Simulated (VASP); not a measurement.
# Cl on Ru(0001): binding against coverage, part 3 of 11

Aim: adsorption energy and work function of Cl on Ru(0001) from low coverage to a full layer.

VASP 6.6.1, plane waves and PAW; the level of theory is named at each step.

So far. Step 4 (Relaxing the atoms): Energy at zero smearing: -3.57196 eV. Step 5 (Surface relaxation, cell 1 x 1, k-mesh 9×9×1): The run ended after 6 ionic steps, 0.018 eV below its first step, once the forces on the free atoms met EDIFFG = -0.03.

## (6) The vacuum level, cell 1 x 1, k-mesh 9×9×1

Level of this step: PBE; plane waves and PAW (Ru) (VASP).

A static run writes the electrostatic potential without exchange and correlation (LVHAR), which is flat in the vacuum and gives the level to count from. The dipole correction cancels the field that unlike faces would set up across the vacuum.

The input, INCAR:

```
SYSTEM = Ru
PREC = Normal
ENCUT = 320
EDIFF = 1E-06
NELM = 120
ISMEAR = 1
SIGMA = 0.15
LREAL = .FALSE.
ALGO = Fast
GGA = PE
NBANDS = 22
LASPH = .TRUE.
LORBIT = 11
LWAVE = .FALSE.
LCHARG = .FALSE.
KPAR = 8
IDIPOL = 3
LDIPOL = .TRUE.
DIPOL = 0.5 0.5 0.499
LVHAR = .TRUE.
LVACPOTAV = .TRUE.
```

The input, POSCAR:

```
Ru
1.0
    2.7165857927      0.0000000000      0.0000000000
    1.3582928964      2.3526323080      0.0000000000
    0.0000000000      0.0000000000     21.4117631522
Ru
4
Selective dynamics
Direct
    0.6666666700      0.6666666700      0.3502747500  F F F
    0.0000000000      0.0000000000      0.4500915800  F F F
    0.6666666700      0.6666666700      0.5492326856  T T T
    0.0000000000      0.0000000000      0.6465409549  T T T
```

The input, KPOINTS:

```
Automatic mesh
0
Gamma
9 9 1
0 0 0
```

Potentials, in the order of the species: Ru (PBE family, release 64).

The run is started by

```console
$ mpirun -np 8 vasp_std
```

Output:

```text
[... set-up lines as in an earlier step ...]
 entering main loop
       N       E                     dE             d eps       ncg     rms          rms(c)
DAV:   1     0.142872035369E+03    0.14287E+03   -0.10976E+04   536   0.847E+02
DAV:   2    -0.297518987617E+02   -0.17262E+03   -0.15771E+03   660   0.219E+02
DAV:   3    -0.373839753735E+02   -0.76321E+01   -0.72725E+01   680   0.461E+01
DAV:   4    -0.375931432274E+02   -0.20917E+00   -0.20800E+00   660   0.768E+00
DAV:   5    -0.376015350922E+02   -0.83919E-02   -0.83922E-02   718   0.145E+00    0.218E+01
RMM:   6    -0.358039122882E+02    0.17976E+01   -0.60982E+00   557   0.164E+01    0.926E+00
RMM:   7    -0.520143085046E+02   -0.16210E+02   -0.18800E+01   730   0.201E+01    0.337E+01
RMM:   8    -0.522396376276E+02   -0.22533E+00   -0.15419E+01   712   0.154E+01    0.316E+01
RMM:   9    -0.349409567272E+02    0.17299E+02   -0.45024E+00   592   0.955E+00    0.384E+00
RMM:  10    -0.349554475680E+02   -0.14491E-01   -0.20389E+00   629   0.533E+00    0.264E+00
RMM:  11    -0.348987899376E+02    0.56658E-01   -0.31781E-01   609   0.272E+00    0.159E+00
RMM:  12    -0.348930126818E+02    0.57773E-02   -0.74404E-02   676   0.993E-01    0.122E+00
RMM:  13    -0.348890880393E+02    0.39246E-02   -0.17459E-02   632   0.567E-01    0.741E-01
RMM:  14    -0.348840769655E+02    0.50111E-02   -0.63995E-03   633   0.399E-01    0.336E-01
RMM:  15    -0.348832684046E+02    0.80856E-03   -0.28611E-03   667   0.224E-01    0.193E-01
RMM:  16    -0.348831099586E+02    0.15845E-03   -0.82566E-04   692   0.120E-01    0.864E-02
RMM:  17    -0.348830716112E+02    0.38347E-04   -0.48687E-04   626   0.111E-01    0.204E-02
RMM:  18    -0.348830996410E+02   -0.28030E-04   -0.13896E-04   738   0.410E-02    0.243E-02
RMM:  19    -0.348831150137E+02   -0.15373E-04   -0.23924E-05   606   0.219E-02    0.101E-02
RMM:  20    -0.348831368517E+02   -0.21838E-04   -0.13216E-05   571   0.150E-02    0.422E-03
RMM:  21    -0.348831603654E+02   -0.23514E-04   -0.46572E-06   405   0.776E-03    0.410E-03
RMM:  22    -0.348831709497E+02   -0.10584E-04   -0.10216E-06   330   0.451E-03    0.262E-03
RMM:  23    -0.348831978850E+02   -0.26935E-04   -0.14001E-06   337   0.452E-03    0.216E-03
RMM:  24    -0.348832071489E+02   -0.92639E-05   -0.43938E-07   289   0.268E-03    0.142E-03
RMM:  25    -0.348832105999E+02   -0.34509E-05   -0.28844E-07   262   0.218E-03    0.578E-04
RMM:  26    -0.348832111990E+02   -0.59910E-06   -0.12491E-07   184   0.161E-03
 -----------------------------------------------------------------------------
|                                                                             |
|           W    W    AA    RRRRR   N    N  II  N    N   GGGG   !!!           |
|           W    W   A  A   R    R  NN   N  II  NN   N  G    G  !!!           |
|           W    W  A    A  R    R  N N  N  II  N N  N  G       !!!           |
|           W WW W  AAAAAA  RRRRR   N  N N  II  N  N N  G  GGG   !            |
|           WW  WW  A    A  R   R   N   NN  II  N   NN  G    G                |
|           W    W  A    A  R    R  N    N  II  N    N   GGGG   !!!           |
|                                                                             |
|     Did not find any points to average over, which means that no vacuum     |
|     field-free region was found. Please increase the size of  your cell     |
|     in the dimension of the dipole correction to obtain accurate            |
|     workfunction values.                                                    |
|                                                                             |
 -----------------------------------------------------------------------------

   1 F= -.34883211E+02 E0= -.34884264E+02  d E =0.315849E-02
```

Elapsed: 4.6 s, on 8 MPI ranks of Intel Xeon Platinum 8488C (Sapphire Rapids), shared host; peak memory 1.2 GiB.

Parts of OUTCAR (step 6):

```text
   NELECT =      32.0000    total number of electrons

 dipolmoment           0.000000      0.000000     -0.000052 electrons x Angstroem

 E-fermi :   1.9801

 k-point     1 :       0.0000    0.0000    0.0000
  band No.  band energies     occupation
    ...
     13       0.0295      2.00000
     14       0.0295      2.00000
     15       0.2961      2.00000
     16       1.0961      2.00000
     17       1.0961      2.00000
     18       2.1290     -0.04865
     19       2.1290     -0.04865
     20       2.1372     -0.05867
     21       2.9297     -0.00000
     22       3.2163     -0.00000

  Total       -3.9276814     -3.9276814     -1.3332933     -0.0000000      0.0000000      0.0000000
  in kB      -45.9850778    -45.9850778    -15.6101241     -0.0000000      0.0000000      0.0000000
  external PRESSURE =     -35.8600932 kB  Pullay stress =       0.0000000 kB

 POSITION                                       TOTAL-FORCE (eV/Angst)
 -----------------------------------------------------------------------------------
      2.71659      1.56842      7.50000        -0.000000     -0.000000      0.498086
      0.00000      0.00000      9.63725         0.000000      0.000000     -0.478004
      2.71659      1.56842     11.76004         0.000000      0.000000      0.002882
      0.00000      0.00000     13.84358         0.000000      0.000000     -0.022964
 -----------------------------------------------------------------------------------
    total drift:                               -0.000002     -0.000001     -0.000514

  FREE ENERGIE OF THE ION-ELECTRON SYSTEM (eV)
  ---------------------------------------------------
  free  energy   TOTEN  =       -34.8832111990 eV

  energy  without entropy=      -34.8863696913  energy(sigma->0) =      -34.88426403

 vacuum level on the upper side and lower side of the slab         7.064         7.066

[... 6 parts as in an earlier step ...]

[... 11 further parts left out ...]
```

Numbers from this step:

```
electronic cycles                          : 26
Fermi energy                               : 1.980 eV
dipole moment                              : 0, 0, -5.20e-5 e·Å
vacuum levels                              : 7.064, 7.066 eV
work functions of the upper and lower face : 5.084, 5.086 eV
```

The planar average of the electrostatic potential oscillates, so the rows of the table below give means over windows of 2 Å about each position, cut where the curve ends. Its maxima inside the range that stand out by 2 % of the span (Å: eV): 8.6: -1.69, 10.7: -2.09, 12.8: -2.48. Its minima: 7.5: -21.3, 9.6: -21.8, 11.7: -21.8, 13.8: -21.4.

Zero at the Fermi level. Planar average of the electrostatic potential against height; means over each step:

```csv
height (Å),planar average of the electrostatic potential (eV)
0,5.09
2,5.09
4,5.06
6,1.23
8,-12.2
10,-12.9
12,-13.2
14,-12.4
16,4.41
18,5.08
20,5.08
```

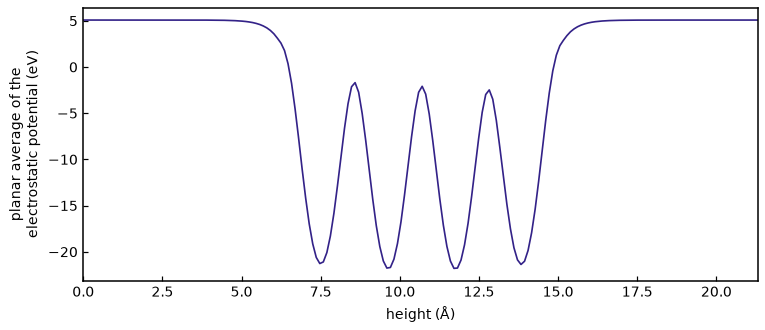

Planar average of the electrostatic potential, plotted against height.

Force by atom:

```csv
atom,x (eV/Å),y (eV/Å),z (eV/Å),size
Ru1,0.000,0.000,0.498,0.498
Ru2,0.000,0.000,-0.478,0.478
Ru3,0.000,0.000,0.003,0.003
Ru4,0.000,0.000,-0.023,0.023
```

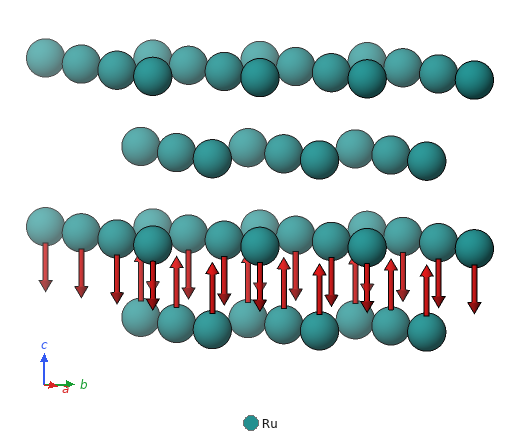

Force as arrows, the longest 0.498 eV/Å. 3×3×1 cells are drawn. Some periodic images of atoms are drawn too.

The vacuum level lies 5.08 eV above the Fermi level at the upper face; both faces agree, as the slab has next to no dipole.

The program found no field-free point at its default tolerance, but its printed level agrees with the flat part of the planar average.

(Continued in part 4 of 11.)

[Lines on the potential files, build, host, timing and source positions are cut from VASP's logs without a mark.]

[Logs are printed without paths, hosts, clocks, repeated set-up lines and the standing remarks that a program may print on its own settings, such as how far it seeks lower states.]

[Hosts, paths, dates, database ids (printed as entryN), source tags and the programs' standing remarks are cut or masked in the printed files.]

[Runs that stopped without an error message from VASP are left out.]
